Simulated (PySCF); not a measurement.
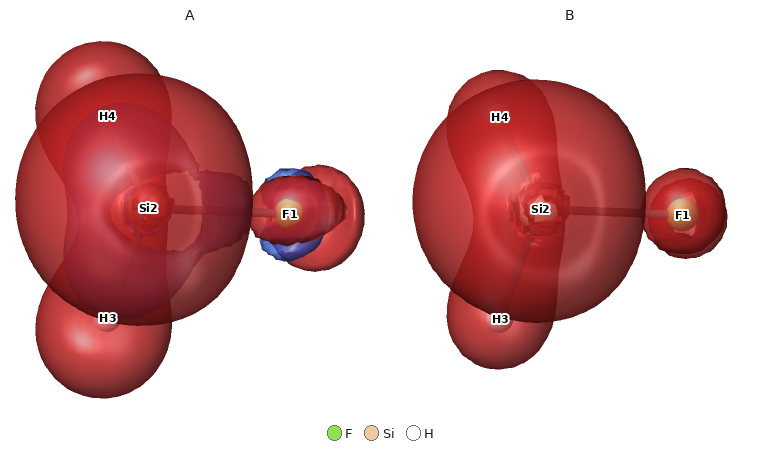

Figure. FH2Si, charge −1, SMILES `F[SiH2-]`. The Fukui function f⁻ from two separate SCF calculations and the density of the HOMO, at ±0.02 e/Å³ (red positive, blue negative).

Computed with PySCF, r2SCAN/def2-SVPD, geometry: GFN2-xTB. The highest occupied Kohn–Sham orbital has positive energy, a self-interaction fault of such functionals for anions. No frequency check shows the geometry to be a minimum.

The calculation's input:

```python
import numpy as np
from pyscf import gto, scf, dft
from pyscf.scf import atom_ks, atom_hf
from scipy.linalg import block_diag

def solve(mol, dm0=None, hcore=None):
    mf = (dft.UKS if mol.spin else dft.RKS)(mol, xc='r2scan')
    mf.grids.level = 3
    mf = mf.density_fit(auxbasis='def2-universal-jkfit')
    mf.conv_tol, mf.max_cycle = 1e-8, 80
    if hcore is not None:
        mf.get_hcore = lambda *args: hcore
    mf.kernel(dm0)
    if not mf.converged:
        mf = mf.newton().run(mf.mo_coeff, mf.mo_occ, max_cycle=30)
    assert mf.converged, 'SCF not converged'
    return mf

mol = gto.M(atom='''
F     -1.11706    -0.00002    -0.02691
Si     0.59679    -0.00004     0.13471
H      0.84907     1.16547    -0.82161
H      0.84950    -1.16478    -0.82215
''', basis='def2-svpd', charge=-1, spin=0, verbose=4)
mf = solve(mol)
out = dict(e0=mf.e_tot, dm0=mf.make_rdm1(), c=mf.mo_coeff, occ=mf.mo_occ, eps=mf.mo_energy)
for name, dq, spin in [('cation', 1, 1)]:
    ion = mol.copy().set(charge=mol.charge + dq, spin=spin).build()
    mi = solve(ion)
    if spin and dq > 0 and mol.nao < 130:
        c, _, stable, _ = mi.stability(return_status=True)
        if not stable:
            mi = solve(ion, mi.make_rdm1(c, mi.mo_occ))
    print(name, 'vertical energy change / eV', (mi.e_tot - mf.e_tot) * 27.211386)
    out.update({'e_' + name: mi.e_tot, 'dm_' + name: mi.make_rdm1(), 's2_' + name: mi.spin_square()[0], 'eps_' + name: mi.mo_energy, 'occ_' + name: mi.mo_occ})
# spherically averaged free atoms, for the promolecule
atm = atom_ks.get_atm_nrks(mol, xc='r2scan')
pro = block_diag(*[(atm[a[0]][2] * atm[a[0]][3]) @ atm[a[0]][2].T for a in mol._atom])
np.savez('result.npz', pro=pro, **out)
```

Run with:

```sh
OMP_NUM_THREADS=1 python input.py
```

The run took 82 s on 1 thread of Arm Neoverse V2, with other jobs on the host, peak memory 0.36 GiB.

Partitions, critical points and surface values were worked out afterwards from this run's density.

Q: Which panel is which, and how good is the frozen-orbital picture?

A: A is f⁻ (it has negative regions), B the HOMO density. The HOMO lies on Si2 (76 %), H3 and H4 (8 % each) and F1 (7 %); f⁻ (Hirshfeld-condensed) is largest on Si2 (0.65); the vertical detachment energy is 1.60 eV. Relaxation shifts 11 % of the electron between atoms. The orbital energy is 1.33 eV.
